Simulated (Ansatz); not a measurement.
Phonon calculation of WH$_{3}$F$_{5}$

- system: WH$_{3}$F$_{5}$
- method: RKS B3LYP/def2-SVP (Ansatz 0.2.0)

It belongs to a series of runs on one base structure; here: vibrations at the highest image of the band.

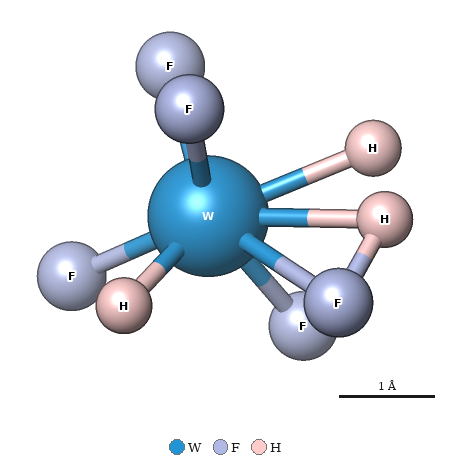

**Figure 1.** The input geometry (ball-and-stick view, seen at a tilt). Sticks mark near contacts.

### Input file
```yaml
crystal:
  periodic: [false, false, false]
  atoms:
    - { symbol: W, position_ang: [-0.003107, -0.172508, -0.002353] }
    - { symbol: F, position_ang: [0.80436, -0.22084, 2.011144] }
    - { symbol: F, position_ang: [1.549295, 0.843652, -0.209738] }
    - { symbol: H, position_ang: [-0.390903, 1.276451, 0.771984] }
    - { symbol: F, position_ang: [-1.656619, 0.307471, -0.734141] }
    - { symbol: F, position_ang: [-0.975846, -1.521261, 0.820946] }
    - { symbol: F, position_ang: [0.361337, -0.582757, -1.781473] }
    - { symbol: H, position_ang: [1.322705, -1.449293, 0.396198] }
    - { symbol: H, position_ang: [1.285479, -1.018816, 1.344633] }
basis:
  gaussian: { orbitals: def2-SVP }
hamiltonian:
  xc: b3lyp
phonons: {}
```

Command:
```bash
ansatz run input.yaml --threads 4 --pin off --max-ram 5120MiB --backend cpu --events-out ev --progress --plain --runs-dir out
```

### Output
```
Engine: ansatz 0.2.0, aarch64-unknown-linux-gnu
Functional definition: B3LYP
  parameter a0 = 0.2
  parameter ax = 0.72
  parameter ac = 0.81
  exchange = (1 - a0 - ax)*slater_x + ax*b88_x + a0*exact_x
  correlation = (1 - ac)*vwn_rpa_c + ac*lyp_c
1219 factors; integrals over basis functions are off by at most 2.8e-4 eV
mean field evaluation 1: about -15440.9311 eV, gradient 7.9e1 eV
mean field evaluation 2: about -15338.8550 eV, gradient 2.6e2 eV
mean field evaluation 4: about -15451.4885 eV, gradient 1.8e1 eV
mean field evaluation 8: about -15452.0794 eV, gradient 4.2e-1 eV
mean field evaluation 16: about -15452.0798 eV, gradient 1.3e-4 eV
mean field -15452.07976165 eV, -567.8534574448 hartree, gradient 7.8e-6 eV, S^2 0.000000; 0 other end points of the search recorded, 0 dependent functions left out
the calculation of the forces begins
reference -15452.08007947 eV, -567.8534691245 hartree; 31, 31 occupied and 86, 86 virtual orbitals, 1219 factors
these checks for a lower state are left out or cut short: stability, starts, cluster_reference, orbital_swaps, neighbouring_geometries, increment
1219 factors; integrals over basis functions are off by at most 2.8e-4 eV
mean field -15452.07956480 eV, -567.8534502106 hartree, gradient 2.6e-6 eV, S^2 0.000000; 0 other end points of the search recorded, 0 dependent functions left out
[... from here on the field's lines of each further geometry are left out, up to the last ...]
the calculation of the forces begins
reference -15452.08007910 eV, -567.8534691107 hartree; 31, 31 occupied and 86, 86 virtual orbitals, 1219 factors
these checks for a lower state are left out or cut short: stability, starts, cluster_reference, orbital_swaps, neighbouring_geometries, increment
1219 factors; integrals over basis functions are off by at most 2.8e-4 eV
mean field -15452.07976056 eV, -567.8534574048 hartree, gradient 1.5e-6 eV, S^2 0.000000; 0 other end points of the search recorded, 0 dependent functions left out
the calculation of the forces begins
reference -15452.08007839 eV, -567.8534690847 hartree; 31, 31 occupied and 86, 86 virtual orbitals, 1219 factors
WARN: phonons: modes at or below zero, which the zero-point energy, F, S and C_V leave out: 1, the lowest at -990.29 cm⁻¹. A minimum has none, and a first-order saddle one
Total energy: -15452.08007947 eV, -567.8534691245 hartree
Atom 0 at    -0.003107    -0.172508    -0.002353 Å, force     0.000368     0.000339    -0.000159 eV/Å
Atom 1 at     0.804360    -0.220840     2.011144 Å, force     0.000051    -0.000143     0.000096 eV/Å
Atom 2 at     1.549295     0.843652    -0.209738 Å, force    -0.000028    -0.000165    -0.000130 eV/Å
Atom 3 at    -0.390903     1.276451     0.771984 Å, force    -0.000051    -0.000016    -0.000011 eV/Å
Atom 4 at    -1.656619     0.307471    -0.734141 Å, force     0.000028    -0.000070     0.000110 eV/Å
Atom 5 at    -0.975846    -1.521261     0.820946 Å, force    -0.000121    -0.000167    -0.000128 eV/Å
Atom 6 at     0.361337    -0.582757    -1.781473 Å, force    -0.000155    -0.000016     0.000003 eV/Å
Atom 7 at     1.322705    -1.449293     0.396198 Å, force    -0.000011     0.000158     0.000092 eV/Å
Atom 8 at     1.285479    -1.018816     1.344633 Å, force    -0.000081     0.000080     0.000128 eV/Å
Dipole moment:     0.109000    -0.090734     0.143985 e Å
Vibrations: -990.29 110.02 171.34 228.30 248.50 293.82 301.82 321.08 499.81 619.47 659.61 692.06 718.47 734.46 869.80 1036.76 1200.00 1244.62 1770.23 1909.93 2092.32 cm⁻¹, zero-point energy 0.974665 eV
```

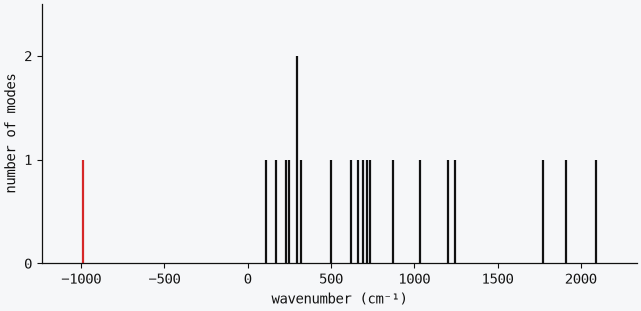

**Figure 2.** Harmonic vibrational wavenumbers from the force constants; neighbouring modes closer than 14 cm⁻¹ are counted in one stick, and imaginary ones are drawn at negative wavenumbers. 21 modes from 990i to 2092 cm⁻¹, 1 imaginary beyond 8i (990i cm⁻¹): a first-order saddle point, if the geometry is stationary.

### Results in brief

```csv
quantity,value
outcome,converged
total energy,−15452.0801 eV
mean-field energy,−15452.0801 eV
largest force (length of the vector),0.001 eV/Å
hardware,"4 threads of Arm Neoverse V1, 24 GiB of memory available, shared host"
wall time,84 s (CPU time 5.2 min)
peak memory,0.29 GiB
```
